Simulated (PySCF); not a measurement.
In2(mu-F)2(F)4, F6In2, singlet at its PBE0/def2-SVP optimised geometry (Å):

```
8

In     1.3167     1.0216    -0.0009
In    -1.3167    -1.0216     0.0000
F     -0.7926     1.0216     0.0000
F      1.9440     1.5085     1.7580
F      1.9428     1.5066    -1.7608
F      0.7926    -1.0216     0.0000
F     -1.9437    -1.5078     1.7592
F     -1.9426    -1.5076    -1.7596
```

Method: PBE0/def2-TZVP, def2 effective core potentials past Kr (PySCF). The core electrons that the potentials of In replace are not part of the density.

Map of the electrostatic potential (hartree/e), clipped to [-0.08, 0.12] on the plane z = 0.8 Å:

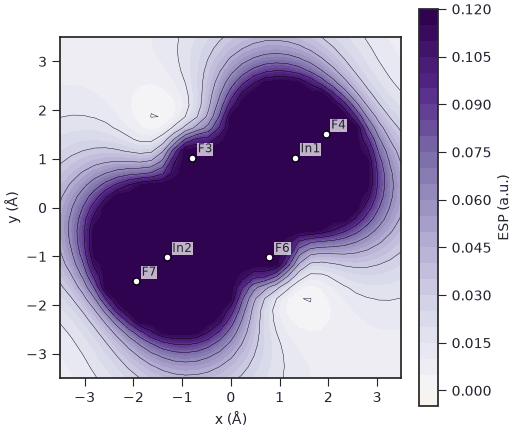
Fig. 1. Electrostatic potential (hartree/e), clipped to [-0.08, 0.12] on the plane z = 0.8 Å.
